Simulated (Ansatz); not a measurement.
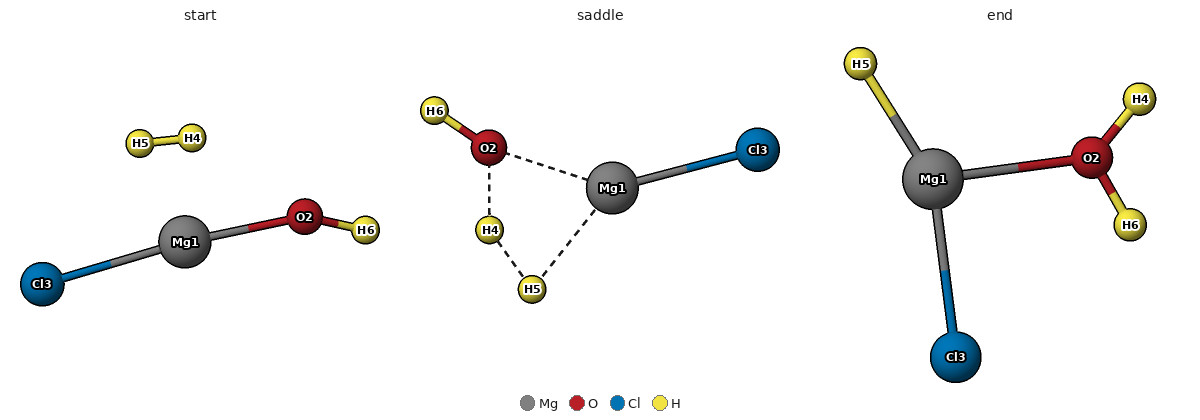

One elementary step of MgH₃OCl, singlet: start, first-order saddle point (changing pairs dashed) and end. Electronic energies at PBE0-D4/def2-TZVP geometries, energies in def2-TZVPP, the Ansatz code; cores frozen in correlated methods, no zero-point terms. Start and end are the structures at the ends of the path (complexes, where there are several molecules). The outer core of Li, Na, Mg and K is correlated. The limit is the MP2 basis limit plus CCSD(T) less MP2 in triple zeta. Lines between the levels only guide the eye.

Q: Which bonds change in the step?

A: O2–H4 (2.44 → 1.20 → 0.96 Å) forms; H4–H5 (0.76 → 1.07 → 3.60 Å) breaks; Mg1–H5 (2.25 → 1.88 → 1.70 Å) closes from a weak contact; Mg1–O2 (1.78 → 1.90 → 2.06 Å) lengthens (lengths at start, saddle and end; changes of bond order aren't listed). The imaginary mode at the saddle is 1100.0i cm⁻¹ (PBE0-D4).

Q: Is the step uphill or downhill with CCSD(T) at the basis limit?

A: Uphill by 6.0 kcal/mol in electronic energy, over a barrier of 18.9 kcal/mol.

Q: Give the barriers and step energies (kcal/mol). Levels: CCSD(T) at the basis limit and r2SCAN0-D4.

A:
```csv
level,barrier,reverse barrier,step energy
CCSD(T) at the basis limit,18.9,12.9,6.0
r2SCAN0-D4,15.5,12.2,3.3
```

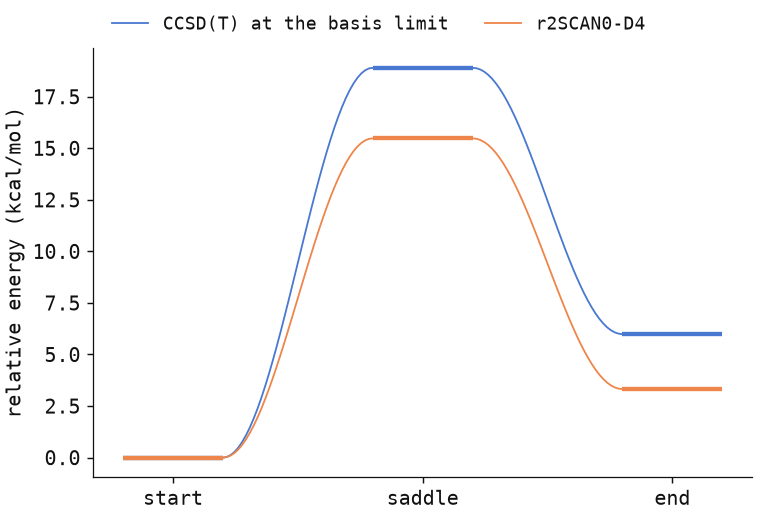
